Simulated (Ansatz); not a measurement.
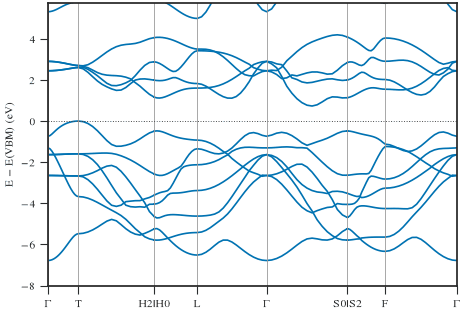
Figure: Band structure from plane-wave PAW LDA (Ansatz code)

Question: Read off the gap and where the band edges lie.

Answer: About 0.7 eV (0.73 eV by a search for the band edges); maximum at T, minimum on the Γ–S0 line, 56 % of the way from Γ.

The material is MoSe2 in space group R3m (No. 160; Mo on 3a, Se on 3a, Se on 3a).

The first step of the workflow began from a Materials Project structure, measured or hypothetical; the Crystallography Open Database copy checked does not list it. It is not the phase usual at ambient conditions (space group No. 194). The cell was relaxed with LDA under the symmetry of its start; whether a distortion lowers the energy is not shown. The run is not spin-polarised. A crystal of weakly bound layers computed without a dispersion correction: the cell and the soft elastic constants depend strongly on that. Spin–orbit coupling is left out wherever it is not named.

Potentials: the later of the program's two PAW sets.
